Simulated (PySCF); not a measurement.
# C2H4B2S (SMILES BSBC#C): B3LYP/6-31G(d) (spherical functions)

Aim: the vertical singlet–triplet gap of C2H4B2S at B3LYP/6-31G* (spherical functions), from 2 runs. Input form: a Python script.

The results are computed with PySCF 2.14.0.

## (1) Starting point

C2H4B2S has 9 atoms, charge 0, and is taken as a singlet. As SMILES, `BSBC#C`. The shape is that of a GFN2-xTB optimisation. This is one conformer, not always the lowest.

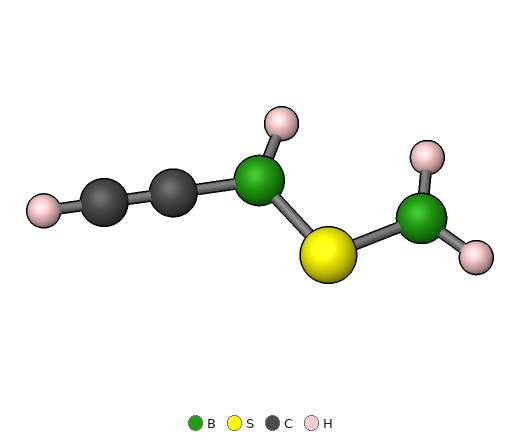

Viewed from a chosen angle; boron green, sulfur yellow, carbon dark grey, hydrogen pink.

## (2) The energy at B3LYP/6-31G(d) (spherical functions)

File mol.xyz:

```xyz
9

B      0.614380     1.617300     1.712530
S     -0.408550     1.198480     0.330740
B      0.123580    -0.453780    -0.152380
C     -0.545990    -1.118180    -1.317090
C     -1.081210    -1.659910    -2.252900
H      0.443030     2.662200     2.202820
H      1.423880     0.874290     2.107170
H      0.978130    -0.989710     0.439330
H     -1.547260    -2.130690    -3.070210
```

File job.py:

```python
from pyscf import gto, dft

molecule = gto.Mole()
molecule.atom = 'mol.xyz'
molecule.charge = 0
molecule.basis = '6-31g*'
molecule.spin = 0
molecule.max_memory = 1860
molecule.verbose = 4
molecule.build()

ks = dft.RKS(molecule)
ks.xc = 'b3lyp'
ks.grids.level = 5
ks.conv_tol = 1e-10
ks.kernel()
if not ks.converged:
    ks = ks.newton().run(ks.mo_coeff, ks.mo_occ)

etot = ks.e_tot
print('E = %.10f Eh' % etot)
```

Run with:

```
$ OMP_NUM_THREADS=1 python job.py
```

Standard output:

```text
PySCF version 2.14.0

[... 77 lines left out ...]
converged SCF energy = -526.47369104155
E = -526.4736910415 Eh
```

Run time: 21 s. Hardware: 1 thread of Arm Neoverse V1, shared host; peak memory 0.41 GiB.

## (3) The triplet, same level

File input.py:

```python
from pyscf import gto, dft

mol = gto.Mole()
mol.atom = '''
B        0.614380       1.617300       1.712530
S       -0.408550       1.198480       0.330740
B        0.123580      -0.453780      -0.152380
C       -0.545990      -1.118180      -1.317090
C       -1.081210      -1.659910      -2.252900
H        0.443030       2.662200       2.202820
H        1.423880       0.874290       2.107170
H        0.978130      -0.989710       0.439330
H       -1.547260      -2.130690      -3.070210
'''
mol.spin = 2
mol.basis = '6-31g*'
mol.max_memory = 1860
mol.verbose = 3
mol.build()

mf = dft.UKS(mol, xc='b3lyp')
mf.grids.level = 5
mf.conv_tol = 1e-10
mf.kernel()
if not mf.converged:
    mf = mf.newton().run(mf.mo_coeff, mf.mo_occ)

e_final = mf.e_tot
print('Final energy', e_final)
```

Run with:

```
$ OMP_NUM_THREADS=1 python input.py
```

Standard output:

```text
WARN: HOMO -0.149867811698527 >= LUMO -0.326843527711928

WARN: HOMO -0.108273740808725 >= LUMO -0.212413818832756

WARN: HOMO -0.138765758030873 >= LUMO -0.235660715775078

WARN: HOMO -0.143384296385689 >= LUMO -0.234550818389768

WARN: HOMO -0.14550404917824 >= LUMO -0.239041683048251

WARN: HOMO -0.146439649609729 >= LUMO -0.236991825646546

WARN: HOMO -0.146073759948527 >= LUMO -0.235819892318716

WARN: HOMO -0.146955071350485 >= LUMO -0.235982292007343

WARN: HOMO -0.147090306352888 >= LUMO -0.235783560329014

WARN: HOMO -0.147025033976514 >= LUMO -0.235768630894416

WARN: HOMO -0.147061400418289 >= LUMO -0.235763167674605

WARN: HOMO -0.147106108052943 >= LUMO -0.235767750978514

WARN: HOMO -0.147081337524162 >= LUMO -0.235761625829441

WARN: HOMO -0.147086891968376 >= LUMO -0.235761780183725

WARN: HOMO -0.14708946585746 >= LUMO -0.235762966997294

WARN: HOMO -0.147089527693982 >= LUMO -0.235763380191048

WARN: HOMO -0.147090018642307 >= LUMO -0.235763211389274

WARN: HOMO -0.147090292556698 >= LUMO -0.235763387352867

WARN: HOMO -0.147091849539472 >= LUMO -0.235762931490298

WARN: HOMO -0.147090715354836 >= LUMO -0.235762017816562

WARN: HOMO -0.147091011446594 >= LUMO -0.235760723061044

WARN: HOMO -0.1470912512559 >= LUMO -0.235761377036117

WARN: HOMO -0.147091257997532 >= LUMO -0.235762009547188

WARN: HOMO -0.14709106759801 >= LUMO -0.235761723040486

converged SCF energy = -526.331366684423  <S^2> = 2.0130751  2S+1 = 3.0087041
Final energy -526.3313666844227
```

Run time: 70 s. Hardware: 1 thread of Arm Neoverse V1, shared host; peak memory 0.44 GiB.

## (4) What came out

Level: B3LYP/6-31G* (spherical functions).

| quantity | value |
| --- | --- |
| singlet: total energy | -526.47369 Eh |
| singlet: dipole moment | 1.23 D |
| singlet: HOMO energy | -7.71 eV |
| singlet: LUMO energy | -2.41 eV |
| singlet: HOMO–LUMO gap | 5.30 eV |
| triplet: total energy | -526.33137 Eh |
| triplet: dipole moment | 2.99 D |
| triplet: HOMO energy (highest over α and β) | -4.00 eV |
| triplet: ⟨S²⟩ | 2.013 |
| vertical energy of the triplet above the singlet | 3.873 eV |

In words: At this shape the triplet lies 3.87 eV (374 kJ/mol) above the singlet. Mulliken charges (triplet) run from -0.29 on B3 to +0.22 on H9.
